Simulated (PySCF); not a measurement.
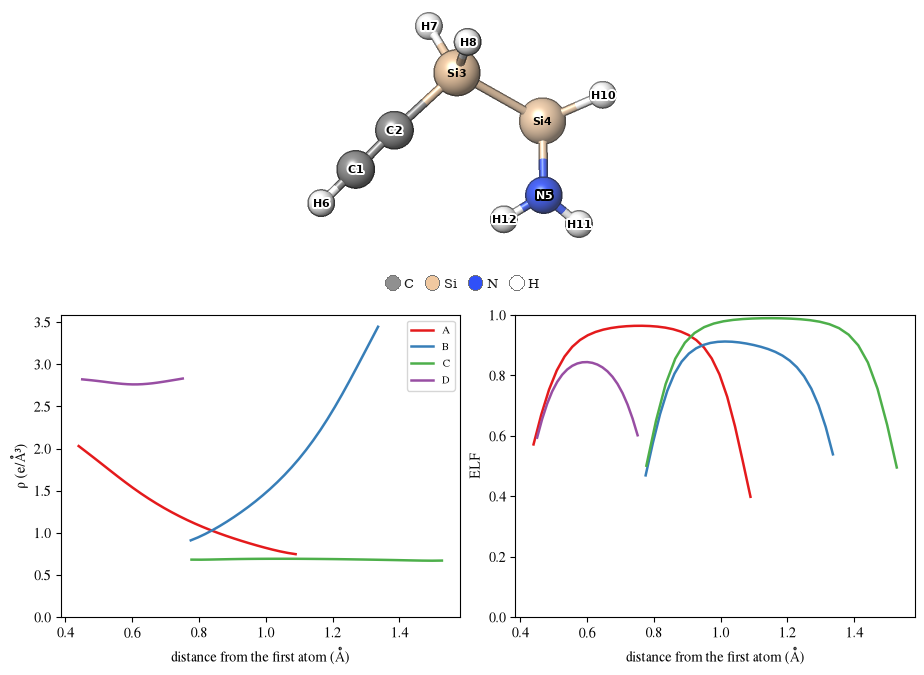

C$_{2}$H$_{7}$NSi$_{2}$ (SMILES C#C[SiH2][SiH2]N). Electron density and electron localisation function along straight lines between neighbouring atoms. The curves leave out the atomic cores. The structure is drawn too.

Geometry: GFN2-xTB.

Theory: PySCF, PBE0/pcSseg-1, SCF density, gas phase, non-relativistic.

Input

```
{"job": {"kind": "nmr", "xc": "PBE0", "basis": "pcSseg-1"}, "charge": 0, "multiplicity": 1}
C      2.750099    -0.720326    -0.022677
C      1.885310     0.115495    -0.047143
Si     0.492712     1.339454    -0.087469
Si    -1.520454     0.277630     0.277924
N     -1.352849    -1.307485    -0.379107
H      3.520340    -1.438126    -0.006283
H      0.818532     2.334861     0.947394
H      0.619584     2.019240    -1.385203
H     -1.908247     0.296204     1.704563
H     -2.661742     0.839804    -0.453931
H     -2.139477    -1.936405    -0.361603
H     -0.502608    -1.821031    -0.212493
```

Run with:

```sh
OMP_NUM_THREADS=1 python probes_run.py task.json out
```

Which curve belongs to which contact (C–C, C–Si, Si–N and Si–Si)? The first atom named is at distance zero.

Curve A: C–Si (1.85 Å): ρ at the midpoint is about 0.91 e/Å³; the ELF peaks at about 0.95 between the atoms, as expected for a covalent bond. Curve B: Si–N (1.72 Å): the density is about 1.1 e/Å³ at the midpoint; the ELF peaks at about 0.90 between the atoms (a polar covalent bond). Curve C: Si–Si (2.31 Å): the density is about 0.69 e/Å³ at the midpoint; the ELF peaks at about 1 between the atoms: localised, covalent bonding. Curve D: C–C (1.20 Å): the density is about 2.8 e/Å³ at the midpoint; the ELF peaks at about 0.85 between the atoms (a short, multiple covalent bond).
